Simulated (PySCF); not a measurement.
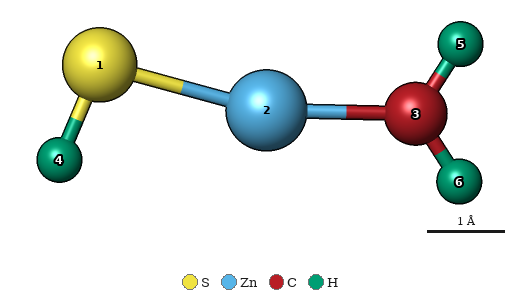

Fig. 1: The input geometry (ball-and-stick view, seen on its broad side; atoms are numbered from 1 in the order of the input). Sticks mark near contacts.

# Geometry relaxation of CH₃SZn

CH₃SZn, multiplicity 2, computed with PBE0-D3(BJ)/def2-SVP geometry optimisation, gas phase (PySCF 2.14.0).

**Log**
```
step   0  E = -2216.61078249  max force = 0.029919
step   1  E = -2216.61508942  max force = 0.004549
step   2  E = -2216.61538527  max force = 0.001411
step   3  E = -2216.61548451  max force = 0.001288
step   4  E = -2216.61554427  max force = 0.001000
step   5  E = -2216.61556957  max force = 0.000303
step   6  E = -2216.61557327  max force = 0.000115
optimisation converged
```

**Trajectory as extended XYZ (Å, eV, eV/Å), 7 frames, from step=0 to step=6**
```
6
Properties=species:S:1:pos:R:3:forces:R:3 step=0 energy=-60317.05166
S     0.9548    2.1535    1.1343   -0.2995  -0.7479  -0.2762
Zn    0.1156    0.3159    0.1024    0.1549   0.0475   0.4812
C    -0.5317   -1.4679   -0.3654    0.6591   1.5385   0.7369
H     0.8855    2.9868    0.0814   -0.0471   0.0459  -0.2013
H    -0.5249   -2.2720    0.3529   -0.0007  -0.5121   0.4961
H    -0.8782   -1.7483   -1.3287   -0.4666  -0.3719  -1.2367
6
Properties=species:S:1:pos:R:3:forces:R:3 step=1 energy=-60317.16886
S     0.9446    2.1407    1.1121   -0.0532  -0.1189  -0.0539
Zn    0.1476    0.2857    0.2384    0.0296   0.0636   0.0419
C    -0.5095   -1.4160   -0.3470    0.1420   0.2339   0.1580
H     0.8295    2.8866   -0.0101   -0.0313  -0.0771  -0.0289
H    -0.5320   -2.2721    0.3376   -0.0342  -0.0888   0.0105
H    -0.8593   -1.6568   -1.3541   -0.0529  -0.0128  -0.1275
6
Properties=species:S:1:pos:R:3:forces:R:3 step=2 energy=-60317.17691
S     0.9430    2.1399    1.1094   -0.0061  -0.0026  -0.0091
Zn    0.1572    0.2871    0.2581    0.0223  -0.0078   0.0726
C    -0.4959   -1.4039   -0.3328    0.0106   0.0066  -0.0097
H     0.8091    2.8470   -0.0348   -0.0154  -0.0220  -0.0293
H    -0.5427   -2.2824    0.3252    0.0001   0.0112   0.0092
H    -0.8497   -1.6197   -1.3482   -0.0115   0.0146  -0.0336
6
Properties=species:S:1:pos:R:3:forces:R:3 step=3 energy=-60317.17961
S     0.9429    2.1439    1.1074    0.0135   0.0560  -0.0018
Zn    0.1663    0.2836    0.2818    0.0092  -0.0402   0.0536
C    -0.4881   -1.3970   -0.3269   -0.0351  -0.0459  -0.0663
H     0.7918    2.8142   -0.0573   -0.0030   0.0002  -0.0095
H    -0.5478   -2.2834    0.3196    0.0032   0.0165  -0.0049
H    -0.8441   -1.5933   -1.3476    0.0122   0.0133   0.0288
6
Properties=species:S:1:pos:R:3:forces:R:3 step=4 energy=-60317.18123
S     0.9440    2.1543    1.1034    0.0098   0.0474  -0.0093
Zn    0.1753    0.2778    0.3086    0.0009  -0.0462   0.0314
C    -0.4829   -1.3942   -0.3209   -0.0356  -0.0355  -0.0514
H     0.7774    2.7898   -0.0792    0.0043   0.0113   0.0043
H    -0.5546   -2.2901    0.3107    0.0069   0.0135  -0.0010
H    -0.8382   -1.5695   -1.3457    0.0138   0.0094   0.0261
6
Properties=species:S:1:pos:R:3:forces:R:3 step=5 energy=-60317.18192
S     0.9449    2.1627    1.0988    0.0001   0.0117  -0.0109
Zn    0.1805    0.2714    0.3276    0.0012  -0.0150   0.0100
C    -0.4820   -1.3941   -0.3172   -0.0156  -0.0116  -0.0134
H     0.7702    2.7797   -0.0926    0.0043   0.0088   0.0067
H    -0.5585   -2.2957    0.3051    0.0034   0.0030  -0.0015
H    -0.8342   -1.5559   -1.3447    0.0066   0.0032   0.0091
6
Properties=species:S:1:pos:R:3:forces:R:3 step=6 energy=-60317.18202
S     0.9452    2.1646    1.0969   -0.0021  -0.0018  -0.0059
Zn    0.1809    0.2694    0.3313    0.0011  -0.0015   0.0020
C    -0.4832   -1.3951   -0.3161   -0.0028  -0.0012   0.0016
H     0.7703    2.7817   -0.0943    0.0016   0.0029   0.0031
H    -0.5592   -2.2983    0.3036    0.0011   0.0000   0.0002
H    -0.8330   -1.5543   -1.3445    0.0012   0.0015  -0.0011
```

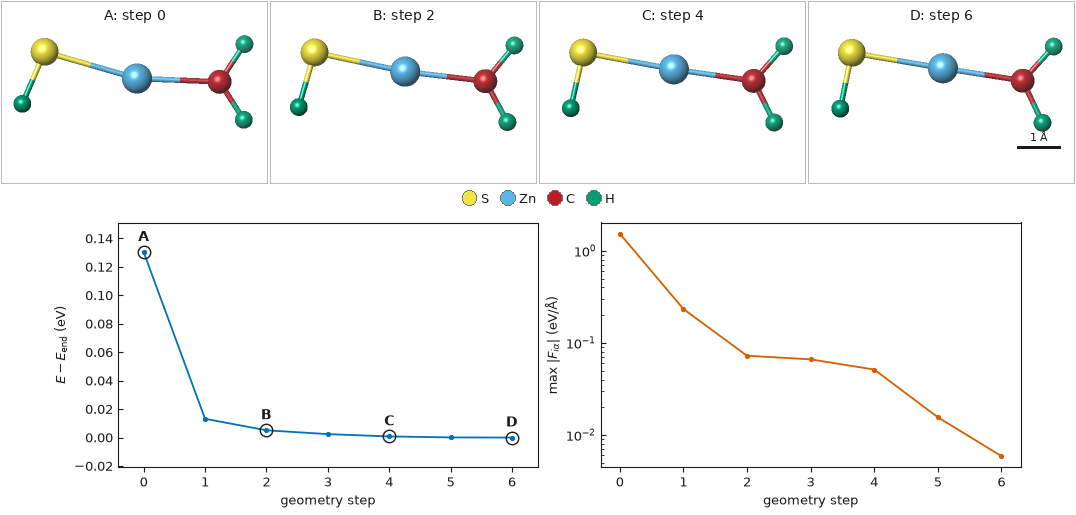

Fig. 2: Frames of the relaxation (ball-and-stick view, seen on its broad side) above the curves, on which the letters mark them (steps are counted from 0).

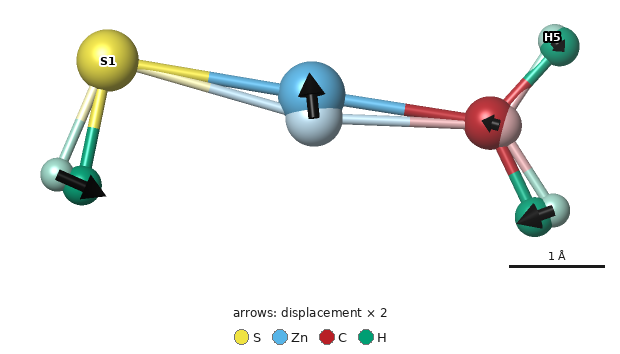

Fig. 3: Start (faint) and end (solid) with the displacements as black arrows, magnified 2 times (ball-and-stick view, seen on its broad side). The two geometries are laid on each other by the best rigid fit. The largest move after the best rigid fit is that of H4, 0.28 Å. By element the largest moves are H 0.28 Å, Zn 0.24 Å, C 0.10 Å, S 0.03 Å. Distances before and after: S1–Zn2 2.268 → 2.182 Å, Zn2–C3 1.954 → 1.905 Å, C3–H6 1.062 → 1.098 Å, C3–H5 1.078 → 1.098 Å. Among the angles that change: S1–Zn2–C3 166.1° → 179.3°, Zn2–S1–H4 97.3° → 92.4°, Zn2–C3–H5 121.3° → 123.4°. After 6 geometry steps the energy has fallen by 0.130 eV. The largest force component goes from 1.5 to 0.0059 eV/Å. (Atoms are counted from 1 in the order of the input.)

This output came from the following input.

**Input**
```
{"job": {"xc": "PBE0", "basis": "def2-SVP", "d3": "d3bj", "grid": 2, "kind": "geom", "shake": 0.01}, "charge": 0, "multiplicity": 2}
S      0.954768     2.153515     1.134317
Zn     0.115632     0.315925     0.102443
C     -0.531697    -1.467892    -0.365381
H      0.885489     2.986829     0.081367
H     -0.524897    -2.272042     0.352889
H     -0.878254    -1.748342    -1.328726
```

The first line tells a small driver script what to run in PySCF; the rest is the geometry in Å.

Run as:
```bash
OMP_NUM_THREADS=1 python <driver script> task.json out
```

**Summary**

| quantity | value |
| --- | --- |
| outcome | converged |
| total energy | −2216.615573 hartree |
| ⟨S²⟩ | 0.755 |
| dipole moment | 1.86 D |
| point group | Cs |
| hardware | 1 CPU thread, shared host |
| wall time | 31 s |
| peak memory | 0.38 GiB |
